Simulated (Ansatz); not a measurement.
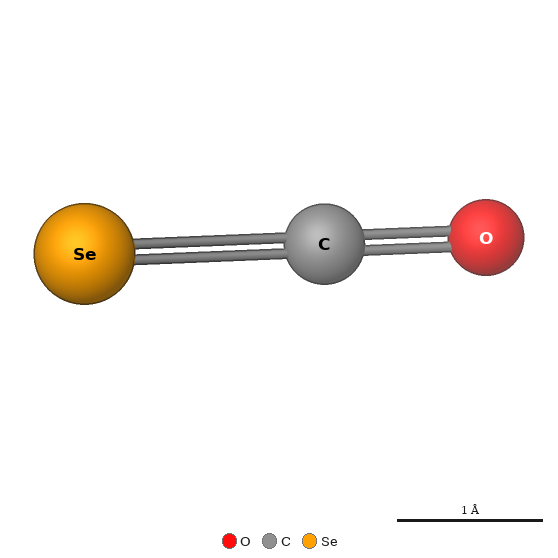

Depth is shown by fading: the farther an atom, the more it takes the colour of the background. The geometry was computed by an optimisation with PBE0-D4/def2-TZVP. Masses are those of the most abundant isotopes; constants are for the rigid equilibrium geometry.

Question: Classify the rotor and give the rotational constants (MHz).

Answer: A linear rotor (C∞v) with B = 4048 MHz.
